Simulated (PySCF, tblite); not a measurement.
# C₅H₅O₃P: dynamics, then NMR shifts on frames, part 2 of 2

tblite 0.8.0 and PySCF 2.14.0. Atoms count from 0. Earlier steps stand in the parts before.

### Step 5. Nuclear shieldings: 625 fs, PBE0/pcSseg-1

Job settings and geometry (Å):

```
{"job": {"kind": "nmr", "xc": "PBE0", "basis": "pcSseg-1", "pop": false}, "charge": 0, "multiplicity": 1}
C      2.587200     0.164300    -1.015100
O      1.190700     0.295300    -0.609800
C      0.876300    -0.442300     0.436300
O      1.625500    -1.095200     1.144600
C     -0.600500    -0.353400     0.570200
O     -1.345100    -0.865000     1.597700
C     -2.643600    -0.461200     1.444800
C     -2.925800     0.407100     0.451100
P     -1.478900     0.695900    -0.525400
H      2.670500     0.575400    -1.998900
H      3.221400     0.742900    -0.365000
H      2.851300    -0.907700    -1.062900
H     -3.308900    -0.772900     2.218100
H     -3.886000     0.821400     0.243500
```

With the program's defaults for keys left out, this is: GIAO PBE0/pcSseg-1 NMR shielding, non-relativistic, gas phase.

The program printed:

```text
coarse grid: 13416 points
cycle   1  E = -759.6296218558  dE =  1.731e+00  |g| = 9.346e-01  |ddm| = 3.733e+00
cycle   2  E = -759.1800875809  dE =  4.495e-01  |g| = 1.790e+00  |ddm| = 2.033e+00
cycle   3  E = -759.7753427056  dE = -5.953e-01  |g| = 3.123e-01  |ddm| = 1.576e+00
cycle   4  E = -759.7924188420  dE = -1.708e-02  |g| = 1.101e-01  |ddm| = 2.819e-01
cycle   5  E = -759.7944578345  dE = -2.039e-03  |g| = 1.941e-02  |ddm| = 6.682e-02
cycle   6  E = -759.7945184963  dE = -6.066e-05  |g| = 1.066e-02  |ddm| = 2.834e-02
cycle   7  E = -759.7945453297  dE = -2.683e-05  |g| = 3.712e-03  |ddm| = 1.409e-02
cycle   8  E = -759.7945484990  dE = -3.169e-06  |g| = 1.089e-03  |ddm| = 3.686e-03
final grid: 128456 points
cycle   9  E = -759.8804745047  dE = -4.846e-06  |g| = 1.739e-02  |ddm| = 2.701e-02
cycle  10  E = -759.8803765251  dE =  9.798e-05  |g| = 2.896e-02  |ddm| = 2.882e-02
cycle  11  E = -759.8805277868  dE = -1.513e-04  |g| = 3.126e-03  |ddm| = 1.916e-02
cycle  12  E = -759.8805298698  dE = -2.083e-06  |g| = 5.087e-04  |ddm| = 2.773e-03
cycle  13  E = -759.8805299213  dE = -5.145e-08  |g| = 1.804e-04  |ddm| = 5.714e-04
cycle  14  E = -759.8805299280  dE = -6.738e-09  |g| = 5.997e-05  |ddm| = 1.882e-04
cycle  15  E = -759.8805299289  dE = -8.777e-10  |g| = 2.280e-05  |ddm| = 8.138e-05
converged SCF energy = -759.8805299289

GIAO shielding tensors (ppm)
atom      isotropic    diamagn.    paramagn.     s11        s22        s33       span
  0 C      129.721     240.836    -111.115     98.588    108.992    181.582     82.994
  1 O      158.276     402.668    -244.392      6.496    209.216    259.117    252.621
  2 C       19.160     248.610    -229.450    -78.977     65.820     70.636    149.612
  3 O      -79.972     401.093    -481.065   -363.984   -202.356    326.423    690.406
  4 C      -19.669     263.174    -282.843   -168.466     32.805     76.654    245.120
  5 O      -35.628     394.783    -430.411   -272.013    -60.508    225.638    497.652
  6 C       23.962     248.252    -224.290    -64.780     43.498     93.169    157.949
  7 C       49.224     269.589    -220.365    -71.925     55.139    164.457    236.382
  8 P       78.144     969.020    -890.876   -235.320     38.524    431.227    666.546
  9 H       28.235      28.352      -0.117     24.449     26.741     33.515      9.066
 10 H       27.879      27.548       0.331     24.083     25.396     34.159     10.076
 11 H       26.963      27.001      -0.038     23.182     25.177     32.530      9.348
 12 H       23.522      28.099      -4.577     19.886     24.275     26.405      6.519
 13 H       23.987      31.589      -7.602     22.125     23.268     26.569      4.443
```

Wall time 41 s (1 thread of Arm Neoverse N1, shared host); peak memory 0.87 GiB.

In short: δ C4 206.6, C2 167.8, C6 163.0, C7 137.7, H12 8.20, H13 7.73 ppm.

### Step 6. Nuclear shieldings: 800 fs, PBE0/pcSseg-1

Job settings and geometry (Å):

```
{"job": {"kind": "nmr", "xc": "PBE0", "basis": "pcSseg-1", "pop": false}, "charge": 0, "multiplicity": 1}
C      2.771700    -0.068200    -0.841700
O      1.392400     0.073600    -0.552100
C      0.887400    -0.533200     0.541400
O      1.560500    -1.132600     1.335500
C     -0.527500    -0.248300     0.614700
O     -1.251900    -0.745600     1.664700
C     -2.498700    -0.309800     1.678100
C     -2.776400     0.534500     0.648900
P     -1.399300     0.835000    -0.378800
H      3.047300     0.522100    -1.752100
H      3.423900     0.139500    -0.018900
H      3.100000    -1.086800    -1.100400
H     -3.219600    -0.662200     2.414700
H     -3.776900     0.963700     0.695000
```

With the program's defaults for keys left out, this is: GIAO PBE0/pcSseg-1 NMR shielding, non-relativistic, gas phase.

The program printed:

```text
coarse grid: 13416 points
cycle   1  E = -759.6346510920  dE =  1.879e+00  |g| = 9.332e-01  |ddm| = 3.756e+00
cycle   2  E = -759.2259006426  dE =  4.088e-01  |g| = 1.734e+00  |ddm| = 1.998e+00
cycle   3  E = -759.7806453517  dE = -5.547e-01  |g| = 3.032e-01  |ddm| = 1.531e+00
cycle   4  E = -759.7968348270  dE = -1.619e-02  |g| = 1.046e-01  |ddm| = 2.735e-01
cycle   5  E = -759.7986995036  dE = -1.865e-03  |g| = 1.654e-02  |ddm| = 6.306e-02
cycle   6  E = -759.7987484271  dE = -4.892e-05  |g| = 7.710e-03  |ddm| = 2.232e-02
cycle   7  E = -759.7987613177  dE = -1.289e-05  |g| = 2.847e-03  |ddm| = 1.054e-02
cycle   8  E = -759.7987630553  dE = -1.738e-06  |g| = 9.446e-04  |ddm| = 3.056e-03
final grid: 128456 points
cycle   9  E = -759.8836256041  dE = -8.093e-06  |g| = 1.650e-02  |ddm| = 2.667e-02
cycle  10  E = -759.8835457988  dE =  7.981e-05  |g| = 2.665e-02  |ddm| = 2.698e-02
cycle  11  E = -759.8836729548  dE = -1.272e-04  |g| = 2.966e-03  |ddm| = 1.812e-02
cycle  12  E = -759.8836747869  dE = -1.832e-06  |g| = 4.351e-04  |ddm| = 2.539e-03
cycle  13  E = -759.8836748236  dE = -3.667e-08  |g| = 1.614e-04  |ddm| = 4.844e-04
cycle  14  E = -759.8836748288  dE = -5.280e-09  |g| = 4.260e-05  |ddm| = 1.399e-04
cycle  15  E = -759.8836748292  dE = -3.961e-10  |g| = 2.085e-05  |ddm| = 6.586e-05
converged SCF energy = -759.8836748292

GIAO shielding tensors (ppm)
atom      isotropic    diamagn.    paramagn.     s11        s22        s33       span
  0 C      135.826     236.128    -100.302    103.025    118.660    185.793     82.768
  1 O      166.749     402.795    -236.046     -1.512    218.652    283.106    284.618
  2 C       23.021     247.534    -224.513    -75.735     69.583     75.214    150.950
  3 O      -77.284     400.554    -477.837   -356.398   -209.674    334.221    690.620
  4 C       -0.377     261.805    -262.182   -123.596     38.988     83.477    207.073
  5 O      -35.595     394.498    -430.093   -281.589    -60.459    235.264    516.853
  6 C       23.689     255.535    -231.846    -80.924     48.444    103.546    184.470
  7 C       50.345     265.379    -215.034    -59.645     56.010    154.670    214.315
  8 P      144.039     968.460    -824.421   -168.905    101.137    499.884    668.789
  9 H       27.270      25.930       1.340     23.080     25.432     33.299     10.219
 10 H       27.835      27.175       0.659     24.213     25.181     34.109      9.896
 11 H       27.794      26.785       1.009     24.057     25.115     34.210     10.153
 12 H       22.744      28.334      -5.591     19.544     22.858     25.829      6.284
 13 H       24.346      29.790      -5.444     22.482     24.341     26.216      3.734
```

It took 41 s on 1 thread of Arm Neoverse N1, shared host; peak memory 0.87 GiB.

Key values: δ C4 187.3, C2 163.9, C6 163.2, C7 136.6, H12 8.97, H13 7.37 ppm.

### Step 7. NMR shieldings: 1000 fs, PBE0/pcSseg-1

Job settings and geometry (Å):

```
{"job": {"kind": "nmr", "xc": "PBE0", "basis": "pcSseg-1", "pop": false}, "charge": 0, "multiplicity": 1}
C      2.797600    -0.037500    -0.672400
O      1.406500     0.072100    -0.471800
C      0.955600    -0.604800     0.601100
O      1.615000    -1.234400     1.369100
C     -0.493500    -0.280100     0.752000
O     -1.172600    -0.920800     1.718900
C     -2.414100    -0.508300     1.756900
C     -2.813400     0.463100     0.889000
P     -1.460100     0.838900    -0.150100
H      3.108800     0.694300    -1.326400
H      3.219700     0.122000     0.312900
H      3.033100    -1.043700    -1.012700
H     -3.048700    -0.885100     2.602500
H     -3.758200     1.006300     0.856400
```

Method: GIAO PBE0/pcSseg-1 NMR shielding, non-relativistic, gas phase.

The program printed:

```text
coarse grid: 13416 points
cycle   1  E = -759.6409042513  dE =  1.921e+00  |g| = 9.224e-01  |ddm| = 3.763e+00
cycle   2  E = -759.2814715465  dE =  3.594e-01  |g| = 1.669e+00  |ddm| = 1.902e+00
cycle   3  E = -759.7835716800  dE = -5.021e-01  |g| = 2.816e-01  |ddm| = 1.436e+00
cycle   4  E = -759.7974751099  dE = -1.390e-02  |g| = 1.014e-01  |ddm| = 2.614e-01
cycle   5  E = -759.7992260183  dE = -1.751e-03  |g| = 1.589e-02  |ddm| = 6.050e-02
cycle   6  E = -759.7992758886  dE = -4.987e-05  |g| = 6.275e-03  |ddm| = 2.034e-02
cycle   7  E = -759.7992841762  dE = -8.288e-06  |g| = 2.312e-03  |ddm| = 8.375e-03
final grid: 128456 points
cycle   8  E = -759.8844290302  dE = -8.276e-06  |g| = 1.633e-02  |ddm| = 2.715e-02
cycle   9  E = -759.8843434887  dE =  8.554e-05  |g| = 2.640e-02  |ddm| = 3.070e-02
cycle  10  E = -759.8844786720  dE = -1.352e-04  |g| = 2.970e-03  |ddm| = 2.078e-02
cycle  11  E = -759.8844805151  dE = -1.843e-06  |g| = 5.265e-04  |ddm| = 2.563e-03
cycle  12  E = -759.8844805727  dE = -5.760e-08  |g| = 1.384e-04  |ddm| = 5.211e-04
cycle  13  E = -759.8844805768  dE = -4.066e-09  |g| = 5.141e-05  |ddm| = 1.602e-04
cycle  14  E = -759.8844805774  dE = -5.925e-10  |g| = 2.092e-05  |ddm| = 7.706e-05
converged SCF energy = -759.8844805774

GIAO shielding tensors (ppm)
atom      isotropic    diamagn.    paramagn.     s11        s22        s33       span
  0 C      138.060     242.913    -104.853    107.521    125.556    181.103     73.582
  1 O      161.819     404.255    -242.436    -20.154    235.875    269.736    289.889
  2 C       22.273     250.036    -227.762    -72.113     66.164     72.769    144.882
  3 O      -62.488     400.187    -462.674   -327.360   -194.168    334.065    661.425
  4 C       -5.386     262.665    -268.050   -133.051     36.413     80.481    213.531
  5 O      -16.950     393.946    -410.896   -248.994    -55.648    253.791    502.785
  6 C       30.107     248.410    -218.303    -59.548     45.730    104.138    163.685
  7 C       50.359     271.429    -221.069    -70.541     61.242    160.376    230.916
  8 P      117.807     969.943    -852.136   -177.107     66.527    464.001    641.108
  9 H       29.204      29.876      -0.672     25.235     27.765     34.612      9.377
 10 H       27.326      28.117      -0.791     23.233     25.944     32.801      9.568
 11 H       28.055      27.678       0.376     23.760     25.739     34.666     10.906
 12 H       22.893      25.793      -2.900     18.552     23.715     26.412      7.860
 13 H       23.492      31.173      -7.681     21.996     22.368     26.111      4.115
```

Run time: 40 s. Hardware: 1 thread of Arm Neoverse N1, shared host; peak memory 0.87 GiB.

In short: δ C4 192.3, C2 164.7, C6 156.8, C7 136.6, H12 8.82, H13 8.23 ppm.

### Step 8. Run by run: NMR shifts

Shifts (ppm) of some atoms, chosen among heavy atoms and hydrogens apart, with basis size and wall time:

```
  frame     C4     C7   H11    H9     O3     O5     P8  functions  time
 250 fs  206.4  131.2  4.23  3.31  406.9  402.7  225.0        185  42 s
 425 fs  204.8  146.9  3.33  4.41  409.1  358.8  211.3        185  42 s
 625 fs  206.6  137.7  4.75  3.48  416.1  371.7  240.2        185  41 s
 800 fs  187.3  136.6  3.92  4.45  413.4  371.7  174.3        185  41 s
1000 fs  192.3  136.6  3.66  2.51  398.6  353.0  200.6        185  40 s
```

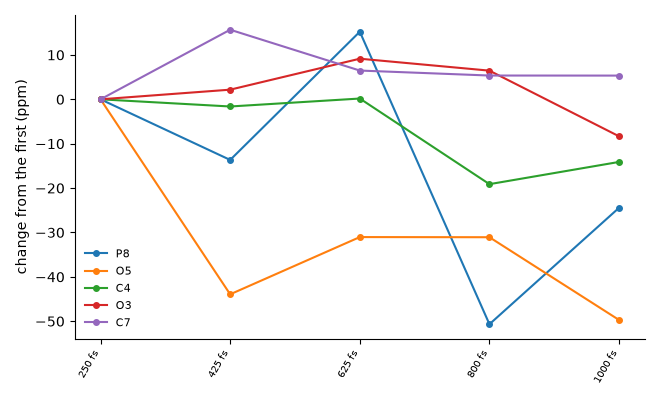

How five of the tabulated atoms move from run to run.

### Step 9. Summary of results

The summary covers parts 1 to 2.

```
                                        quantity                                 value
                                      thermostat                                 200 K
                   mean temperature, second half                                 165 K
         mean potential energy above the minimum                               0.26 eV
  ¹³C shifts against TMS (PBE0/pcSseg-1, 250 fs)  206.4, 164.0, 160.7, 131.2, 53.2 ppm
   ¹H shifts against TMS (PBE0/pcSseg-1, 250 fs)      8.20, 7.54, 4.93, 4.23, 3.31 ppm
  ¹⁷O shifts against H2O (PBE0/pcSseg-1, 250 fs)               406.9, 402.7, 170.3 ppm
³¹P shifts against H3PO4 (PBE0/pcSseg-1, 250 fs)                             225.0 ppm
                        range of the shift of P8                    174.3 to 240.2 ppm
```

In words: In the second half the potential energy averages 0.26 eV above the minimum; equipartition over 36 harmonic modes at 200 K would give 0.31 eV. With 14 atoms the temperature swings widely (104 to 333 K). Shifts at one fixed geometry are not the observed spectrum, which averages over the motion. In the first frame run (250 fs): Shielding is most anisotropic at P8 (span 684 ppm, paramagnetic term -874 ppm). NICS(1)zz of -25 ppm above the planar ring from C4 marks a diatropic (aromatic) ring current. In ppm, P8 moves most: its shift spreads over 65.9 ppm, from 174.3 (800 fs) to 240.2 (625 fs).
